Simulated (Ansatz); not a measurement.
## Fields on a plane of CsPbBr3 (cubic perovskite)

```xyz
5
Lattice="6.0028 0.0000 0.0000 0.0000 6.0028 0.0000 0.0000 0.0000 6.0028" Properties=species:S:1:pos:R:3 pbc="T T T"
Cs     0.0000     0.0000     0.0000
Pb     3.0014     3.0014     3.0014
Br     0.0000     3.0014     3.0014
Br     3.0014     3.0014     0.0000
Br     3.0014     0.0000     3.0014
```

The slice is a {100} plane (indices of the conventional cell) through the point (0.500, 0.500, 0.000) (fractional), spanned by u = [100] and v = [010] in vectors of this cell: u (6.00 Å) and v (6.00 Å, at 90° to u). It covers one period; positions are fractions (u, v).

Atoms on it: Cs at (0.50, 0.50); Br at (0.00, 0.00).

These are PBE (plane waves to 420 eV, PAW, scalar-relativistic; Ansatz, a first-principles code) values and carry that method's errors. k mesh 6×6×6. These are valence fields of a PAW run, semicore shells included where kept as valence: close to a nucleus they are smooth pseudo fields. CsPbBr3 was relaxed with its symmetry unable to fall. Spin-orbit coupling is left out, though Pb is heavy. The PAW data are Ansatz's earlier set. This is a high-temperature form of CsPbBr3.

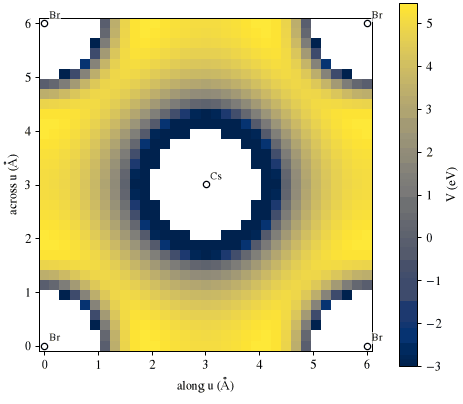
Figure. Electrostatic potential energy of an electron, from the cell's mean, in eV, one period of the plane, atoms marked. Points within 1 Å of a nucleus are left white, as the pseudised field means little there. Values under -3 eV are set to -3. The zero, the cell's mean, hangs on the PAW cores.

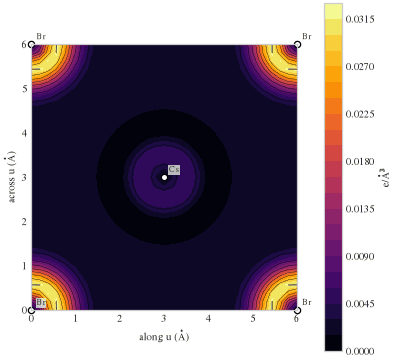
Figure. Density of the lowest conduction band (whole band as if filled, smooth part) in e/Å³, one period of the plane, atoms marked. 

- Element round which the density of the highest valence band (whole band, smooth part) is largest on this plane: Br
- Element round which the density of the lowest conduction band (whole band as if filled, smooth part) is largest on this plane: Br
